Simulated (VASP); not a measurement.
Band structure of GdN (rock salt). Computed with PBE GGA with spin-orbit coupling, VASP's PBE PAW potentials (set 64) (plane waves; VASP).

The 4f electrons are frozen in the core of the lanthanide potential, so 4f levels, which can set the real gap, and their magnetism are missing.

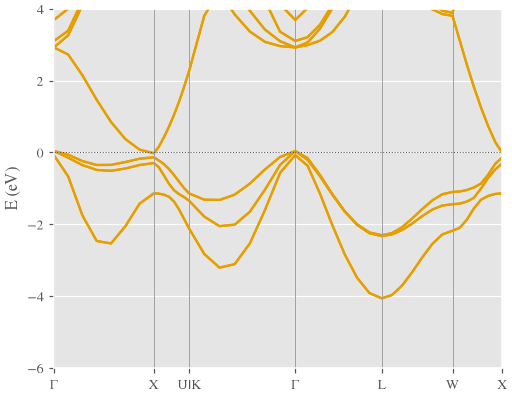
Figure. Bands along high-symmetry lines, zero at the valence-band maximum or, without a gap, the Fermi level

Task: Read the plot: is there a gap, and where are the band edges?

Result: It has no gap at this level: it comes out as a metal or semimetal.

The compound is GdN in the rock salt structure. The cell was not relaxed at this level.
